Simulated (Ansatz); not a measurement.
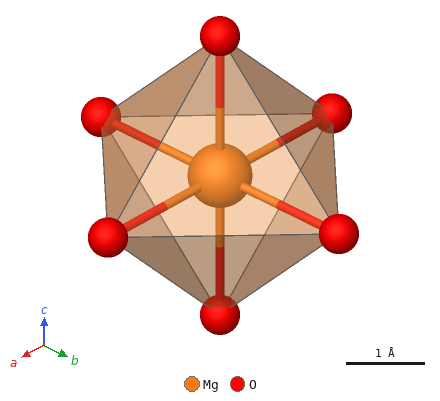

Coordination of Mg in MgO (Fm-3m). The shape measure S (0 to 100) is the computed least-squares distance from an ideal polyhedron; S = 0 means ideal. Geometry: the structure of a calculation's input, shown in its standard cell.

**Name the coordination polyhedron and say how regular it is.**

MgO6: an essentially ideal octahedron (coordination number 6, S = 0.00; next best trigonal prism, S = 16.7).

**Does the central atom sit at the centroid of its ligands?**

Yes, to within 0.01 Å; the site symmetry is m-3m.

**How long are the bonds?**

6 × Mg–O 2.11 Å. The next neighbour, not counted, lies at 2.98 Å.
